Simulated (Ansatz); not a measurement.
Species, as SMILES: Cl[C]Cl (closed-shell singlet).
Atoms: Cl1, C2, Cl3. Bonds: Cl1-C2, C2-Cl3.

Basis-set convergence of the optimised C2-Cl3 bond length at B3LYP with Ansatz (a quantum-chemistry and plane-wave program). Cartesian d functions, on some or all atoms, in 6-31+G*, 6-311G**, 6-311+G**; all else is spherical. The program fits the integrals of some runs and decomposes those of others, by size. No added dispersion term, no relativity. Reference: the value in def2-QZVPPD, 1.7221 Å, itself unsure by roughly 0.0009 Å (its mean distance from pcseg-3, def2-QZVPP, cc-pV(Q+d)Z). Deviations are taken from unrounded values. Cost is core time over that of cc-pV(D+d)Z, rough, on shared machines of one kind. It counts the whole optimisation.

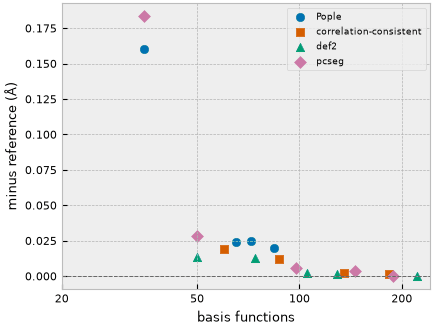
Deviation from the reference against the number of basis functions, by family of sets.

```
basis            functions  optimised C2-Cl3 bond length (Å)  minus reference (Å)  cost
---------------  ---------  --------------------------------  -------------------  ----
3-21G                   35                            1.8827               0.1606  0.6×
pcseg-0                 35                            1.9055               0.1833  0.5×
def2-SVP                50                            1.7356               0.0135  0.6×
pcseg-1                 50                            1.7504               0.0283  0.7×
cc-pV(D+d)Z             60                            1.7410               0.0189    1×
6-31+G*                 65                            1.7461               0.0239    1×
6-311G**                72                            1.7472               0.0251  0.8×
def2-SVPD               74                            1.7348               0.0127    1×
6-311+G**               84                            1.7418               0.0197    1×
aug-cc-pV(D+d)Z         87                            1.7342               0.0121    1×
pcseg-2                 98                            1.7282               0.0061    1×
def2-TZVP              105                            1.7247               0.0025    2×
def2-TZVPD             129                            1.7235               0.0014    2×
jun-cc-pV(T+d)Z        135                            1.7241               0.0020    3×
aug-pcseg-2            146                            1.7259               0.0038    3×
cc-pV(Q+d)Z            183                            1.7236               0.0014    4×
pcseg-3                188                            1.7223               0.0002    5×
def2-QZVPPD            221                            1.7221               0.0000    7×
```
